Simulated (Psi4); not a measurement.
**HOF (hypofluorous acid): PBE/def2-QZVP (sweep point 5)**

What is the energy change on altering one bond length of HOF (hypofluorous acid) at PBE/def2-QZVP (sweep point 5)? 

The calculation is run with Psi4 1.11.

## 1. The structure to begin with

HOF has 3 atoms, charge 0, and is taken as a singlet. As SMILES, `OF`. The shape is that of a PBE0-D4/def2-TZVP optimisation.

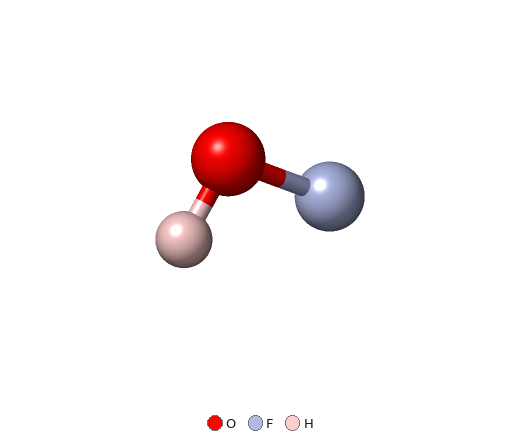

Viewed from a chosen angle; oxygen red, fluorine light blue, hydrogen pink.

## 2. A single-point energy at PBE/def2-QZVP (sweep point 5)

Contents of job.in:

```
memory 1.6 GB

molecule geom {
  0 1
  O      0.430590    -0.210340     0.216330
  F     -0.221910     1.014620    -0.010980
  H     -0.208690    -0.804280    -0.205350
  symmetry c1
}

set {
  puream               true
  scf_type             pk
  dft_radial_points    99
  dft_spherical_points 590
}

energy('pbe/def2-QZVP')
```

The run is started by

```console
$ psi4 -i job.in -o job.out -n 1
```

job.out:

```text
[...]
  Running in c1 symmetry.
[...]
  Nuclear repulsion =   34.062701107921029
[...]
  Multiplicity = 1
[...]
  Nalpha       = 9
  Nbeta        = 9
[...]
    Number of basis functions: 144
[...]
   @RKS iter   1:  -175.37821766665070   -2.19157e-01   3.51325e-03 ADIIS/DIIS
[...]
   @RKS iter   7:  -175.46283371778796   -3.48377e-07   7.88590e-07 DIIS
[...]
    Orbital Energies [Eh]
    ---------------------
    Doubly Occupied:
       1A    -24.303390     2A    -18.858057     3A     -1.164370
       4A     -0.891829     5A     -0.531551     6A     -0.452804
       7A     -0.415764     8A     -0.329207     9A     -0.262469
[...]
  @RKS Final Energy:  -175.46283371778796
   => Energetics <=
    Nuclear Repulsion Energy =             34.0627011079210291
    One-Electron Energy =                -310.9757258510421138
    Two-Electron Energy =                 120.5907938990714854
    DFT Exchange-Correlation Energy =     -19.1406028737383771
    Empirical Dispersion Energy =           0.0000000000000000
    VV10 Nonlocal Energy =                  0.0000000000000000
    Total Energy =                       -175.4628337177879587
[...]
 Multipole Moments:
 ------------------------------------------------------------------------------------
     Multipole            Electronic (a.u.)      Nuclear  (a.u.)        Total (a.u.)
 ------------------------------------------------------------------------------------
 L = 1.  Multiply by 2.5417464519 to convert [e a0] to [Debye]
 Dipole X            :         -0.3430429           -0.0741923           -0.4172352
 Dipole Y            :          1.1200159           -1.7197104           -0.5996945
 Dipole Z            :         -0.0000000            0.0000000           -0.0000000
 Magnitude           :                                                    0.7305605
[...]
```

Run time: 26 s. Hardware: 1 thread of Intel Xeon at 2.70GHz, shared host; peak memory 1.2 GiB.

## 3. The distorted shape at the same level

Contents of fho.inp:

```
memory 1600 MB

molecule mol {
  0 1
  O      0.561101    -0.455352     0.261796
  F     -0.221910     1.014620    -0.010980
  H     -0.078179    -1.049292    -0.159884
  symmetry c1
}

set {
  basis                def2-QZVP
  puream               true
  scf_type             pk
  dft_radial_points    99
  dft_spherical_points 590
}

energy("pbe")
```

The run is started by

```console
$ psi4 fho.inp fho.out -n 1
```

fho.out:

```text
[...]
  Running in c1 symmetry.
[...]
  Nuclear repulsion =   29.239759486036043
[...]
  Multiplicity = 1
[...]
  Nalpha       = 9
  Nbeta        = 9
[...]
    Number of basis functions: 144
[...]
   @RKS iter   1:  -175.34416839315804   -3.90400e-01   3.66759e-03 ADIIS/DIIS
[...]
   @RKS iter   9:  -175.44235905226554   -1.07794e-08   2.47307e-07 DIIS
[...]
    Orbital Energies [Eh]
    ---------------------
    Doubly Occupied:
       1A    -24.303146     2A    -18.879260     3A     -1.082257
       4A     -0.934020     5A     -0.489970     6A     -0.432448
       7A     -0.376785     8A     -0.346732     9A     -0.297550
[...]
  @RKS Final Energy:  -175.44235905226554
   => Energetics <=
    Nuclear Repulsion Energy =             29.2397594860360428
    One-Electron Energy =                -301.4901142873211484
    Two-Electron Energy =                 115.8443089045340457
    DFT Exchange-Correlation Energy =     -19.0363131555145095
    Empirical Dispersion Energy =           0.0000000000000000
    VV10 Nonlocal Energy =                  0.0000000000000000
    Total Energy =                       -175.4423590522655445
[...]
 Multipole Moments:
 ------------------------------------------------------------------------------------
     Multipole            Electronic (a.u.)      Nuclear  (a.u.)        Total (a.u.)
 ------------------------------------------------------------------------------------
 L = 1.  Multiply by 2.5417464519 to convert [e a0] to [Debye]
 Dipole X            :         -0.3856255            0.0541668           -0.3314587
 Dipole Y            :          1.1905605           -1.9517860           -0.7612255
 Dipole Z            :          0.0000000           -0.0000000            0.0000000
 Magnitude           :                                                    0.8302585
[...]
```

Wall time 27 s (1 thread of Intel Xeon at 2.70GHz, shared host); peak memory 1.2 GiB.

## 4. Results

Level: PBE/def2-QZVP (sweep point 5).

| quantity | value |
| --- | --- |
| first shape: total energy | -175.46283 Eh |
| first shape: dipole moment | 1.86 D |
| first shape: HOMO energy | -7.14 eV |
| first shape: LUMO energy | -2.77 eV |
| first shape: HOMO–LUMO gap | 4.37 eV |
| distorted shape: total energy | -175.44236 Eh |
| distorted shape: dipole moment | 2.11 D |
| distorted shape: HOMO energy | -8.10 eV |
| distorted shape: LUMO energy | -6.39 eV |
| distorted shape: HOMO–LUMO gap | 1.71 eV |
| energy change with the O1–F2 bond stretched from 1.406 to 1.688 Å | 0.557 eV |

What this shows: With the O1–F2 bond stretched from 1.406 to 1.688 Å the energy rises by 0.56 eV (53.8 kJ/mol). The first shape isn't relaxed at this level, so the change isn't measured from a minimum.
